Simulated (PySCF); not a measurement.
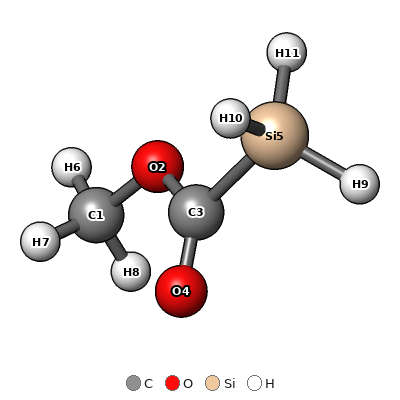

Structure of C₂H₆O₂Si, SMILES COC(=O)[SiH3].

Kohn-Sham orbital energies near the frontier, PBE0/def2-SVPD in PySCF, at a GFN2-xTB geometry (no frequency check), isolated molecule; empty levels in grey, levels within 0.03 eV side by side.

Question: Where do the frontier orbitals lie?

Answer: HOMO at −7.84 eV, LUMO at −0.69 eV, 7.15 eV apart.

Question: On which atoms do HOMO and LUMO mostly sit?

Answer: HOMO: O4 57 %, C3 14 %, Si5 12 %. LUMO: C3 33 %, O4 24 %, Si5 16 % (Löwdin shares).

Question: List the levels with the atoms that carry most of them (a dash for levels above zero or within 0.03 eV of another, where shares mean little).

Answer:
```
orbital  energy (eV)                        Löwdin shares
 LUMO+1         0.40                                    –
   LUMO        −0.69           C3 33 %, O4 24 %, Si5 16 %
   HOMO        −7.84           O4 57 %, C3 14 %, Si5 12 %
 HOMO−1        −9.03            O2 44 %, O4 28 %, C1 10 %
 HOMO−2        −9.95  O2 28 %, Si5 22 %, H11/H9 10 % each
```

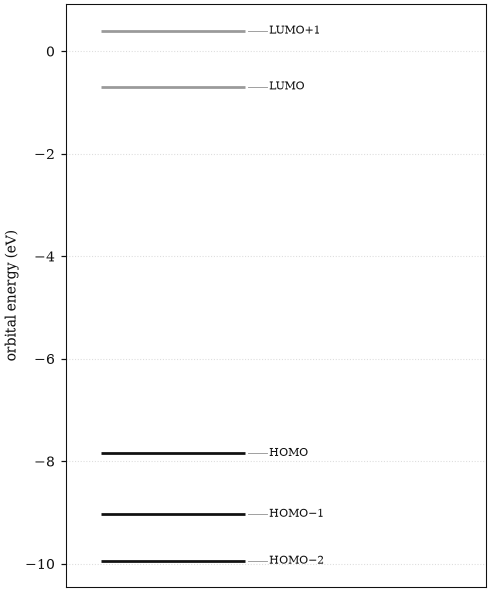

Caveats: the tight-binding geometry is rougher than a DFT one and adds to the error; one conformer of a flexible molecule; empty levels above zero depend strongly on the basis.
